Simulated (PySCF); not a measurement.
**What a change does: excited-state calculation on C6H4F3O**

System: C6H4F3O, charge +1.
Method of the first run: TDA PBE0/def2-SVPD, vertical, gas phase, core orbitals frozen in the response (PySCF 2.14.0).

The geometry comes from this level: GFN2-xTB. Text and figures count atoms from 1; the logs count them from 0 in places.

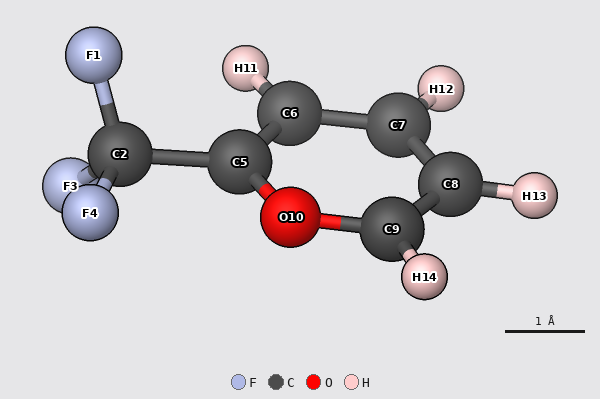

Fig. 1: The structure (ball-and-stick view, seen at a tilt; atoms are numbered from 1 in the order of the input). Bond lengths as drawn: C–C 1.38 to 1.54 Å, C–F 1.32 to 1.33 Å, C–H 1.08 to 1.09 Å and C–O 1.31 Å.

## Input, the first run
```
{"job": {"kind": "uv", "xc": "PBE0", "basis": "def2-SVPD", "nstates": 25, "ntriplets": 0, "tda": true}, "charge": 1, "multiplicity": 1}
F      2.582879     0.249962    -1.356259
C      2.213645    -0.066516    -0.119148
F      2.711802     0.844859     0.709258
F      2.703864    -1.251644     0.190695
C      0.674345    -0.062909    -0.025164
C     -0.076142     1.079493    -0.219926
C     -1.465395     0.967216    -0.115671
C     -2.024021    -0.276210     0.175764
C     -1.170843    -1.350174     0.349404
O      0.124229    -1.222129     0.247605
H      0.406578     2.020910    -0.443257
H     -2.093710     1.835807    -0.259767
H     -3.091935    -0.408820     0.265736
H     -1.495973    -2.360319     0.578563
```

The first line tells a small driver script what to run in PySCF; the rest is the geometry in Å.

Launched with:
```bash
OMP_NUM_THREADS=1 python <driver script> task.json out
```

Hardware: 1 CPU thread, shared host.

## Output (the first run)
```
coarse grid: 13344 points
cycle   1  E = -604.1944550479  dE =  2.322e+00  |g| = 9.301e-01  |ddm| = 8.611e+00
cycle   2  E = -603.9857844202  dE =  2.087e-01  |g| = 1.460e+00  |ddm| = 3.346e+00
cycle   3  E = -604.3573998059  dE = -3.716e-01  |g| = 1.325e-01  |ddm| = 2.276e+00
cycle   4  E = -604.3599115295  dE = -2.512e-03  |g| = 8.501e-02  |ddm| = 4.843e-01
cycle   5  E = -604.3616586330  dE = -1.747e-03  |g| = 1.872e-02  |ddm| = 1.969e-01
cycle   6  E = -604.3617201059  dE = -6.147e-05  |g| = 5.972e-03  |ddm| = 3.676e-02
cycle   7  E = -604.3617272833  dE = -7.177e-06  |g| = 1.703e-03  |ddm| = 1.322e-02
final grid: 134760 points
cycle   8  E = -604.4494621723  dE = -2.976e-05  |g| = 1.124e-02  |ddm| = 1.754e-01
cycle   9  E = -604.4494143824  dE =  4.779e-05  |g| = 1.906e-02  |ddm| = 5.852e-02
cycle  10  E = -604.4494869110  dE = -7.253e-05  |g| = 1.936e-03  |ddm| = 3.686e-02
cycle  11  E = -604.4494878423  dE = -9.313e-07  |g| = 4.254e-04  |ddm| = 5.449e-03
cycle  12  E = -604.4494878767  dE = -3.436e-08  |g| = 1.277e-04  |ddm| = 1.092e-03
cycle  13  E = -604.4494878803  dE = -3.610e-09  |g| = 4.648e-05  |ddm| = 4.114e-04
cycle  14  E = -604.4494878808  dE = -5.027e-10  |g| = 1.516e-05  |ddm| = 1.248e-04
converged SCF energy = -604.4494878808

Static polarisability (au): isotropic 67.532, principal 43.699 71.790 87.106

Singlet excitations
state   eV       nm        f      main configurations
  1   5.6118    220.9   0.23608   H->L 0.87, H-1->L+1 0.08
  2   5.9063    209.9   0.00487   H-2->L 0.91
  3   6.4306    192.8   0.00266   H-1->L 0.55, H->L+1 0.42
  4   6.6012    187.8   0.00008   H-4->L 0.88
  5   6.8255    181.6   0.00098   H-3->L 0.98
  6   7.3051    169.7   0.00096   H-2->L+1 0.79, H-7->L 0.11
  7   7.4125    167.3   0.00010   H-5->L 0.95
  8   7.5299    164.7   0.04675   H-6->L 0.89
  9   7.5565    164.1   0.00144   H-7->L 0.82, H-2->L+1 0.09
 10   8.0500    154.0   0.01013   H-4->L+1 0.86
 11   8.0901    153.3   0.60139   H->L+1 0.44, H-1->L 0.32
 12   8.1663    151.8   0.43996   H-1->L+1 0.72
 13   8.2894    149.6   0.01239   H-3->L+1 0.95
 14   8.4429    146.9   0.00138   H-8->L 0.89, H-10->L 0.09
 15   8.5811    144.5   0.02267   H-9->L 0.91
 16   8.7292    142.0   0.00092   H-10->L 0.81, H-8->L 0.09
 17   8.8446    140.2   0.00004   H-5->L+1 0.68, H-7->L+1 0.24
 18   8.9427    138.6   0.00115   H-7->L+1 0.69, H-5->L+1 0.23
 19   9.0188    137.5   0.06482   H-6->L+1 0.94
 20   9.1853    135.0   0.00066   H->L+2 0.95
 21   9.3636    132.4   0.00043   H-11->L 0.93
 22   9.9054    125.2   0.00087   H-8->L+1 0.94
 23   9.9729    124.3   0.01592   H-9->L+1 0.97
 24  10.0850    122.9   0.01253   H->L+4 0.85
 25  10.2524    120.9   0.00551   H-13->L 0.51, H-10->L+1 0.27, H->L+5 0.11
```

The input of the second run differs as follows (lines with − go, lines with + come):
```diff
-"xc": "PBE0"
-"basis": "def2-SVPD"
-"nstates": 25
-"ntriplets": 0
+"xc": "LDA"
+"basis": "ANO-RCC-VDZP"
+"nstates": 12
+"ntriplets": 2
```

How does the second run compare with the first run?

The total energies belong to different models, so their difference says nothing on which is more stable or more accurate. The HOMO goes from −14.34 to −13.40 eV. The LUMO goes from −8.42 to −9.42 eV. The lowest excitation goes from 5.61 to 4.85 eV. The strongest computed line goes from 8.09 to 5.28 eV. The functional changes from PBE0 to LDA. The SCF takes 15 iterations against 14. The basis functions go from 244 to 160.

## Output (the second run)
```
coarse grid: 13344 points
cycle   1  E = -601.0084916975  dE =  2.099e+00  |g| = 9.250e-01  |ddm| = 5.596e+00
cycle   2  E = -600.4106415538  dE =  5.979e-01  |g| = 2.045e+00  |ddm| = 2.207e+00
cycle   3  E = -601.1594192960  dE = -7.488e-01  |g| = 2.176e-01  |ddm| = 1.603e+00
cycle   4  E = -601.1644692872  dE = -5.050e-03  |g| = 1.679e-01  |ddm| = 4.070e-01
cycle   5  E = -601.1717157121  dE = -7.246e-03  |g| = 3.121e-02  |ddm| = 1.891e-01
cycle   6  E = -601.1718871398  dE = -1.714e-04  |g| = 1.382e-02  |ddm| = 3.650e-02
cycle   7  E = -601.1719260900  dE = -3.895e-05  |g| = 4.816e-03  |ddm| = 1.688e-02
cycle   8  E = -601.1719322443  dE = -6.154e-06  |g| = 1.231e-03  |ddm| = 6.560e-03
final grid: 134760 points
cycle   9  E = -601.1679469392  dE = -4.683e-05  |g| = 5.541e-03  |ddm| = 3.516e-02
cycle  10  E = -601.1679150058  dE =  3.193e-05  |g| = 1.252e-02  |ddm| = 1.774e-02
cycle  11  E = -601.1679529529  dE = -3.795e-05  |g| = 2.188e-03  |ddm| = 1.453e-02
cycle  12  E = -601.1679542229  dE = -1.270e-06  |g| = 4.318e-04  |ddm| = 2.598e-03
cycle  13  E = -601.1679542601  dE = -3.720e-08  |g| = 2.036e-04  |ddm| = 6.206e-04
cycle  14  E = -601.1679542702  dE = -1.008e-08  |g| = 6.346e-05  |ddm| = 2.464e-04
cycle  15  E = -601.1679542711  dE = -8.972e-10  |g| = 2.135e-05  |ddm| = 8.297e-05
converged SCF energy = -601.1679542711

Static polarisability (au): isotropic 64.394, principal 37.790 69.262 86.128

Singlet excitations
state   eV       nm        f      main configurations
  1   4.8534    255.5   0.00042   H-2->L 0.98
  2   4.9563    250.2   0.00413   H-1->L 0.97
  3   5.2826    234.7   0.18106   H->L 0.65, H-6->L 0.24
  4   5.4886    225.9   0.00068   H-4->L 0.93
  5   5.7618    215.2   0.00009   H-5->L 0.89
  6   5.9573    208.1   0.04599   H-6->L 0.53, H->L 0.18, H-3->L 0.11
  7   6.0768    204.0   0.00236   H->L+1 0.39, H-3->L 0.31, H-6->L 0.15
  8   6.1307    202.2   0.00120   H-2->L+1 0.93
  9   6.1790    200.7   0.00256   H-1->L+1 0.94
 10   6.4516    192.2   0.00030   H-7->L 0.98
 11   6.6186    187.3   0.00586   H-8->L 0.70, H-9->L 0.23
 12   6.6429    186.6   0.00711   H-9->L 0.69, H-8->L 0.23

Triplet excitations (Tamm-Dancoff, eV): 3.6444 4.6761
```

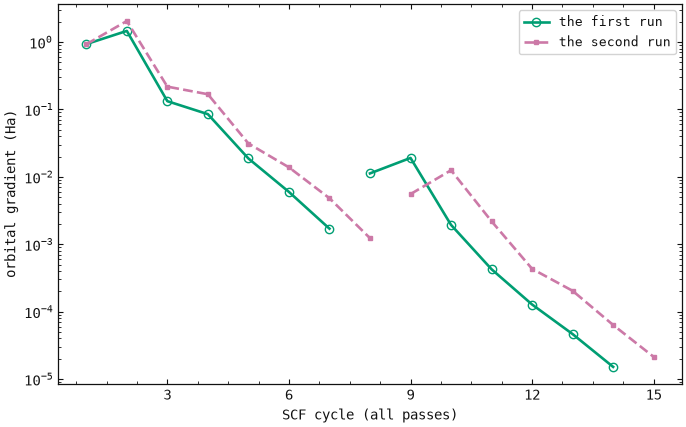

Fig. 2: Convergence of the two runs: orbital gradient against the SCF cycle. A break in a curve parts two SCF passes (coarse and final grid). The first run takes 14 cycles in all, and the second run takes 15.

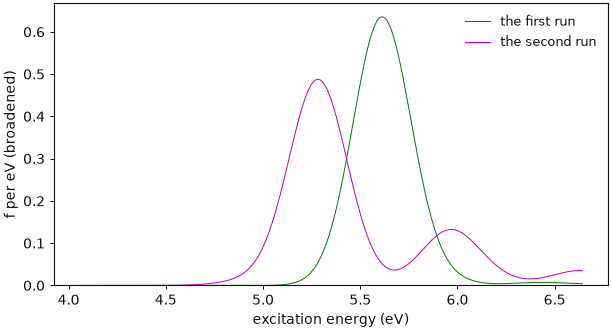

Fig. 3: Absorption of the two runs from their computed states, each broadened by a Gaussian of 0.35 eV full width; the range ends where the shorter list of states ends.

## The two runs side by side

| quantity | the first run | the second run |
| --- | --- | --- |
| outcome | converged | converged |
| total energy (hartree) | −604.449488 | −601.167954 |
| HOMO (eV) | −14.34 | −13.40 |
| LUMO (eV) | −8.42 | −9.42 |
| lowest excitation (eV) | 5.61 | 4.85 |
| SCF iterations | 14 | 15 |
| strongest computed line (eV) | 8.09 | 5.28 |
| basis functions | 244 | 160 |
| wall time (shared host) | 89 s | 2.6 min |
